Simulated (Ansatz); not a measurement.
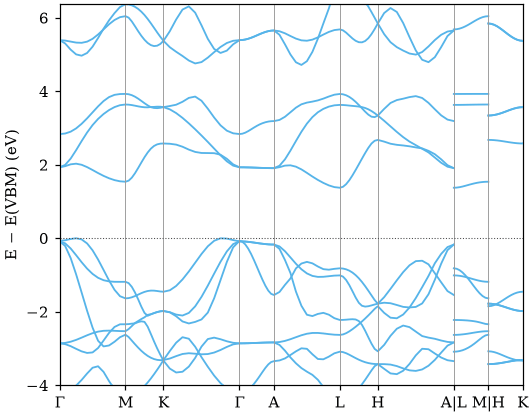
Band structure from r²SCAN (plane waves, PAW; program Ansatz)

### Question
Read off the gap and where the band edges lie.

### Answer
About 1.4 eV (1.37 eV by a search for the band edges); maximum on the K–Γ line, 78 % of the way from K, minimum at L.

The material is ZrS$_{2}$ (CdI2 type, P-3m1).

Symmetry was held in the r²SCAN relaxation. No spin polarisation was allowed. A crystal of weakly bound layers computed without a dispersion correction: the cell and the soft elastic constants depend strongly on that. Spin–orbit coupling is left out wherever it is not named.

Potentials: the later of the program's two PAW sets.
